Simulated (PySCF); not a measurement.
System: LiMg (charge −1).

```xyz
2

Li    0.0000    0.0000   -2.6785
Mg    0.0000    0.0000    0.7835
```

Method: PySCF, PBE0/aug-pcseg-1, non-relativistic, at a bond length of 3.462 Å.

> What can the converged electron density and electron localisation function tell about the bonding?

Li–Mg (3.46 Å): the density is about 0.06 e/Å³ at the midpoint, with its minimum of 0.05 e/Å³ about 1.1 Å from Li; the ELF peaks at about 0.95 between the atoms.

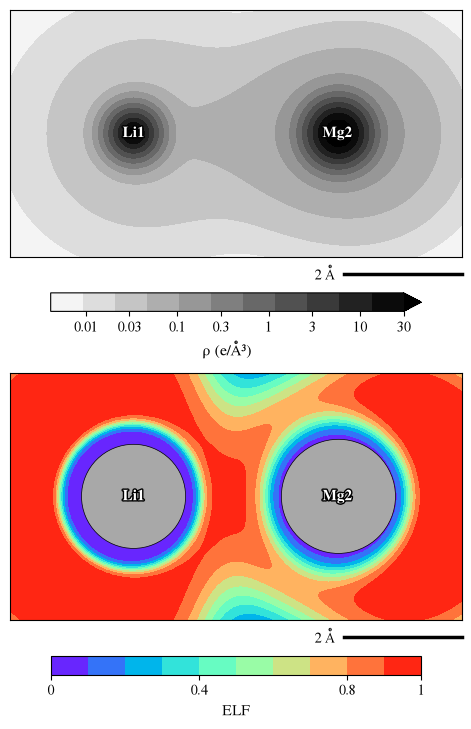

Computed electron density and electron localisation function on a plane that holds the molecular axis, in this order. Grey discs cover the atomic cores in the ELF map. 
